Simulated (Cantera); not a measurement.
Input: 1 mol SiH2Cl2, 0.45 mol Cl2, 58 mol N2, equilibrated at 0.760 bar.

These are equilibrium values from Cantera (NASA tables, ideal gas, pure condensed phases), not measurements of a reactor. Candidate condensed phases: NH4Cl, Si, Si3N4; 28 gas species. N2 is the only nitrogen source here; it is nearly inert below about 1500 K, so the nitride shown seldom forms there in practice. The tables' values for SiCl3 are old estimates; treat these amounts as uncertain. Kinetics and transport are ignored.

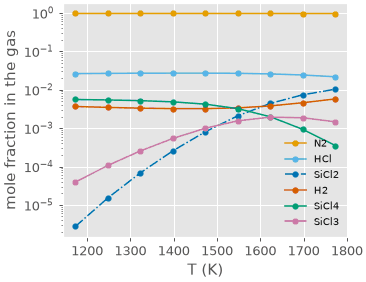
Figure: Equilibrium gas composition (values under 1e-9 drawn at 1e-9)

From 1173 K to 1773 K the condensed part is Si3N4(s). The main Si-bearing gas is SiCl4 at 1173 K and SiCl2 at 1773 K. The share of Si in condensed phases is highest at 1323 K (67.0 %) and lowest at 1773 K (27.1 %).
